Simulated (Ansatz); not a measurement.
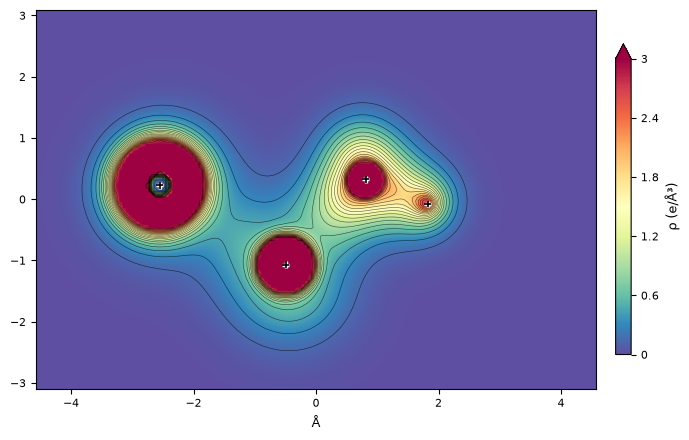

The electron density on a plane through atoms (crosses mark nuclei in the plane).

Theory: Ansatz, isolated molecule in a Gaussian basis; Kohn-Sham density functional theory, functional PBE0.

Candidates:
A. C$_{2}$H$_{2}$OSn (SMILES O=C=[CH][SnH])
B. C$_{2}$H$_{9}$GaN (SMILES C[NH2+][GaH][CH3]) (charge +1)
C. CH$_{3}$AgSi (SMILES C[Si][Ag])

Which candidate gave the map?

Candidate C: CH$_{3}$AgSi on the plane of atoms C1, Si3 and Ag2, which holds C, Ag, Si and H. C–Si (1.91 Å): ρ at the midpoint is about 0.9 e/Å³. Si–Ag (2.44 Å): ρ is about 0.49 e/Å³ halfway.
